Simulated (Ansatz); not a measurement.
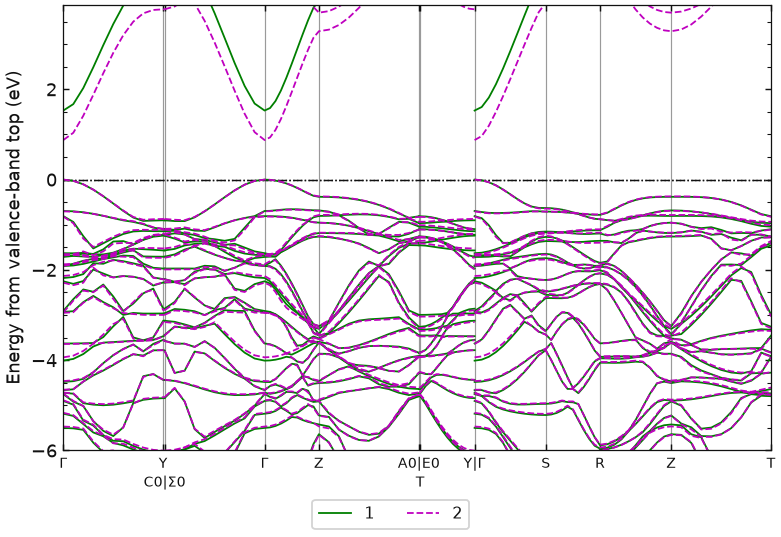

Band structures of SnGe3O8, space group Cmmm, 12 atoms in the cell, by two methods on the same cell. Each is counted from its own valence-band top.

Q: Which curve is which? The methods: r2SCAN, PBE.

A: 1 is r2SCAN; 2 is PBE. r2SCAN gives a gap of 1.53 eV along the path and PBE gives a gap of 0.88 eV along the path.

Settings. r2SCAN: DFT r2SCAN, scalar-relativistic, plane waves, PAW, no spin polarisation, 6×6×6 k mesh, 500 eV cutoff, Gaussian smearing of 0.02 eV (Ansatz). PBE: DFT PBE, scalar-relativistic, plane waves, PAW, no spin polarisation, 6×6×6 k mesh, 420 eV cutoff (Ansatz).

The structure is an invented one, so it need not be a known or stable phase.
